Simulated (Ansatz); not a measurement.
## Frequency calculation, with input and output: Si2H5OF

System: Si2H5OF, SMILES O[SiH](F)[SiH3].
Method: HF/STO-3G, RHF (Ansatz 0.2.0).

The geometry was optimised with HF/STO-3G. Figures and captions count atoms from 1; the log counts them from 0 in places.

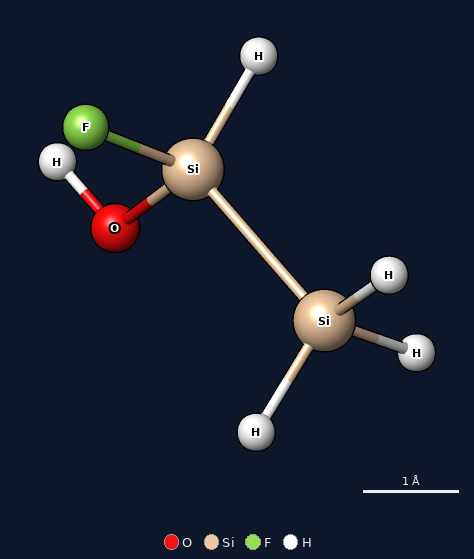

The input geometry (ball-and-stick view, seen at a tilt). Bond lengths as drawn: F–Si 1.62 Å, H–O 0.98 Å, H–Si 1.42 to 1.43 Å, O–Si 1.68 Å and Si–Si 2.25 Å.

### Input file
```yaml
crystal:
  periodic: [false, false, false]
  atoms:
    - {symbol: O, position_ang: [-0.345711, -0.668088, 1.784911]}
    - {symbol: Si, position_ang: [-0.769411, -0.167249, 0.239544]}
    - {symbol: F, position_ang: [-1.767505, 1.099089, 0.417249]}
    - {symbol: Si, position_ang: [1.108581, 0.359279, -0.889098]}
    - {symbol: H, position_ang: [-1.170981, -0.890156, 2.274472]}
    - {symbol: H, position_ang: [-1.529679, -1.189599, -0.408247]}
    - {symbol: H, position_ang: [0.782152, 0.824228, -2.193809]}
    - {symbol: H, position_ang: [1.936061, -0.790448, -1.021192]}
    - {symbol: H, position_ang: [1.844992, 1.376443, -0.220830]}
basis:
  gaussian: {orbitals: STO-3G}
hamiltonian: {xc: hf}
phonons: {temperatures: {t_min: 298.15, t_max: 298.15, t_step: 1}}
```

Launch command:
```bash
ansatz run in.yaml --threads 1 --pin off --max-ram 3480MiB --events-out events.jsonl --progress --plain --runs-dir runs
```

### Log
```
Functional definition: HF
  name "HF"
  exchange = exact_x
  correlation = 0
449 factors; integrals over basis functions are off by at most 8.8e-6 eV
mean field evaluation 1: about -20297.9617 eV, gradient 2.6e1 eV
mean field evaluation 2: about -20298.0244 eV, gradient 2.6e1 eV
mean field evaluation 4: about -20300.8629 eV, gradient 1.4e0 eV
mean field evaluation 8: about -20300.8745 eV, gradient 2.1e-2 eV
mean field -20300.87453117 eV, -746.0433785935 hartree, gradient 4.0e-5 eV, S^2 0.000000; 0 other end points of the search recorded, 0 dependent functions left out
the calculation of the forces begins
reference -20300.87453117 eV, -746.0433785935 hartree; 25, 25 occupied and 8, 8 virtual orbitals, 449 factors
these checks for a lower state are left out or cut short: stability, starts, cluster_reference, orbital_swaps, neighbouring_geometries, increment
449 factors; integrals over basis functions are off by at most 8.8e-6 eV
mean field evaluation 16: about -20300.8744 eV, gradient 2.5e-6 eV
mean field -20300.87437383 eV, -746.0433728115 hartree, gradient 2.5e-6 eV, S^2 0.000000; 0 other end points of the search recorded, 0 dependent functions left out
[... from here on the field's lines of each further geometry are left out, up to the last ...]
the calculation of the forces begins
reference -20300.87450256 eV, -746.0433775419 hartree; 25, 25 occupied and 8, 8 virtual orbitals, 449 factors
these checks for a lower state are left out or cut short: stability, starts, cluster_reference, orbital_swaps, neighbouring_geometries, increment
449 factors; integrals over basis functions are off by at most 8.8e-6 eV
mean field evaluation 384: about -20300.8744 eV, gradient 1.6e-1 eV
mean field -20300.87450312 eV, -746.0433775627 hartree, gradient 2.5e-6 eV, S^2 0.000000; 0 other end points of the search recorded, 0 dependent functions left out
the calculation of the forces begins
reference -20300.87450312 eV, -746.0433775627 hartree; 25, 25 occupied and 8, 8 virtual orbitals, 449 factors
Total energy: -20300.87453117 eV, -746.0433785935 hartree
Atom 0 at    -0.345711    -0.668088     1.784911 Å, force    -0.000123    -0.000229     0.000103 eV/Å
Atom 1 at    -0.769411    -0.167249     0.239544 Å, force     0.000392     0.000100    -0.000142 eV/Å
Atom 2 at    -1.767505     1.099089     0.417249 Å, force     0.000027     0.000185     0.000015 eV/Å
Atom 3 at     1.108581     0.359279    -0.889098 Å, force    -0.000188    -0.000195     0.000063 eV/Å
Atom 4 at    -1.170981    -0.890156     2.274472 Å, force     0.000116     0.000046    -0.000077 eV/Å
Atom 5 at    -1.529679    -1.189599    -0.408247 Å, force    -0.000149    -0.000057    -0.000082 eV/Å
Atom 6 at     0.782152     0.824228    -2.193809 Å, force    -0.000066    -0.000053     0.000096 eV/Å
Atom 7 at     1.936061    -0.790448    -1.021192 Å, force     0.000070     0.000092     0.000131 eV/Å
Atom 8 at     1.844992     1.376443    -0.220830 Å, force    -0.000079     0.000111    -0.000107 eV/Å
Dipole moment:    -0.083091    -0.140629    -0.151583 e Å
Vibrations: 63.48 197.25 243.44 261.73 357.71 567.88 681.97 692.41 904.74 980.29 998.27 1072.15 1160.74 1234.54 1238.66 1319.22 2839.05 2864.60 2913.58 2916.46 4252.08 cm⁻¹, zero-point energy 1.720914 eV
```

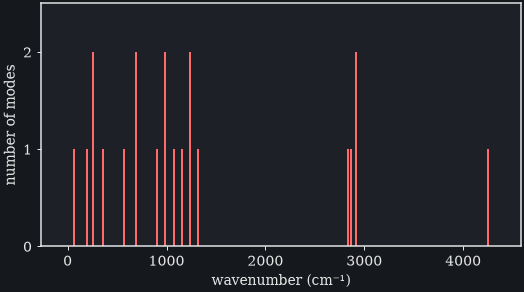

Harmonic vibrational wavenumbers from the force constants; neighbouring modes closer than 19 cm⁻¹ are counted in one stick. 21 modes from 63 to 4252 cm⁻¹, none imaginary.

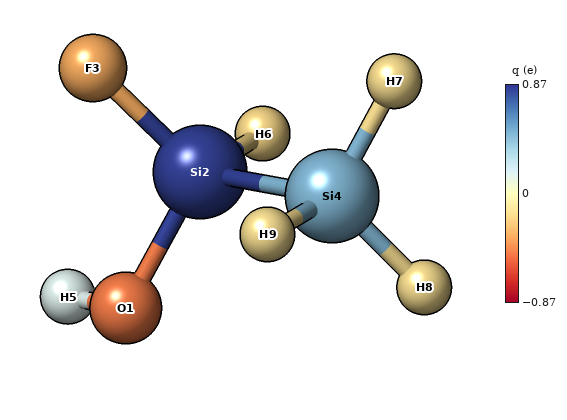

Mulliken charges, as the colour of each atom (ball-and-stick view, seen at a tilt; atoms are numbered from 1 in the order of the input; Mulliken charges depend strongly on the basis). By element: O −0.47, Si +0.47 to +0.83, F −0.34 and H −0.18 to +0.15 e.

### Results in brief

```json
{"quantity": "outcome", "value": "converged"}
{"quantity": "total energy", "value": "−746.043379 hartree"}
{"quantity": "basis functions", "value": "33"}
{"quantity": "largest force", "value": "0.000 eV/Å"}
{"quantity": "zero-point energy", "value": "0.063242 hartree"}
{"quantity": "dipole moment", "value": "1.07 D"}
{"quantity": "wavenumbers, lowest and highest", "value": "63 and 4252 cm⁻¹"}
{"quantity": "hardware", "value": "1 thread of AMD EPYC (Zen 5), 16 GiB of memory available, shared host"}
{"quantity": "wall time", "value": "14 s"}
{"quantity": "peak memory", "value": "0.095 GiB"}
```
